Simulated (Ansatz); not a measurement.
Input file:

```
crystal:
  periodic: [false, false, false]
  atoms:
    - {symbol: C, position_ang: [-0.262739, 2.379337, 0.943302]}
    - {symbol: F, position_ang: [1.146932, -0.087171, 2.063033]}
    - {symbol: Te, position_ang: [-0.514438, 0.893252, 2.527090]}
    - {symbol: H, position_ang: [-0.272792, 1.871646, -0.036978]}
    - {symbol: H, position_ang: [0.684362, 2.923268, 1.104606]}
    - {symbol: H, position_ang: [-1.120536, 3.076309, 1.020945]}
basis:
  gaussian: {orbitals: def2-TZVPD}
hamiltonian: {xc: pbe0}
output: {forces: true, orbitals: {seedname: orbitals}}
```

Launched as:

```sh
ansatz run input.yaml --threads 1 --pin off --max-ram 2610MiB --events-out events.jsonl --progress --plain --runs-dir runs
```

Geometry: BLYP-D3(BJ)/def2-SVP; core potentials replace the inner electrons of Te.

Computed with isolated molecule in a Gaussian basis; Kohn-Sham density functional theory, functional PBE0 in Ansatz.

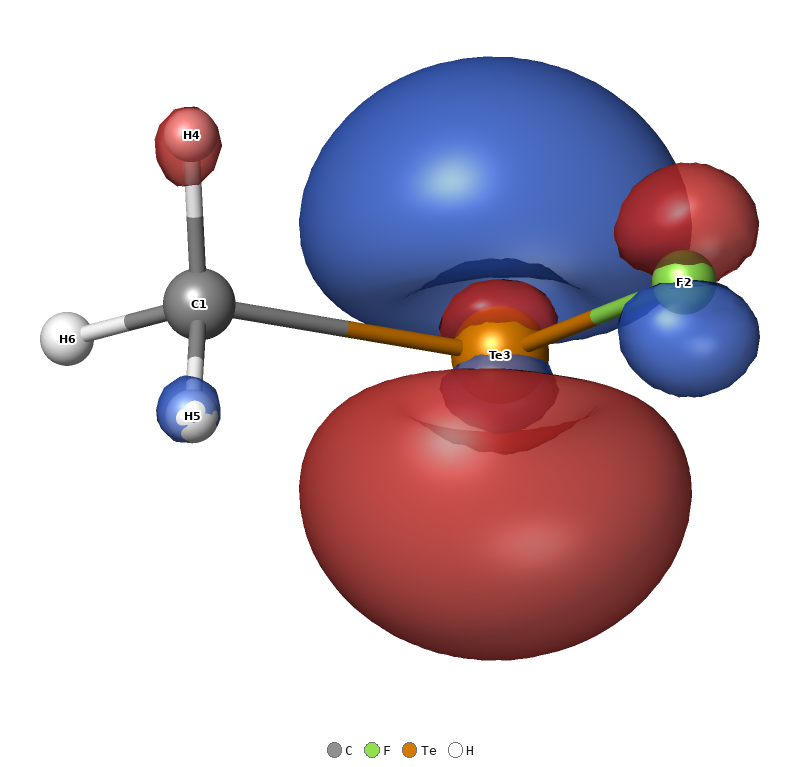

CH$_{3}$FTe (SMILES C[Te]F). One frontier orbital at ±0.15 Å⁻³ᐟ² (red and blue are the two phases), seen from one side.

### Which orbital is it: HOMO or LUMO?

The HOMO, at −6.33 eV. By Hirshfeld shares it lies mainly on Te3 (about 85 %) and F2 (about 5 %).
